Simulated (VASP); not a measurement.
Band structure of SiO₂ (rutile). Computed with PBEsol GGA, VASP's PBE PAW potentials (set 64) (plane waves; VASP 6.6.1).

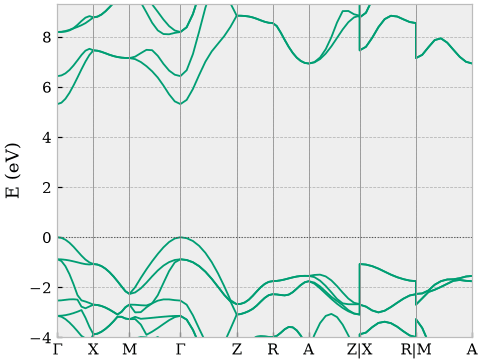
Figure: Bands along high-symmetry lines, zero at the valence-band maximum or, without a gap, the Fermi level

Q: Read the plot: is there a gap, and where are the band edges?

A: The gap is direct, 5.32 eV, from the valence maximum at Γ to the conduction minimum at Γ. (Edges off the drawn lines would not show.)

The compound is SiO2 in the rutile structure, stishovite, a high-pressure form. It was relaxed first.
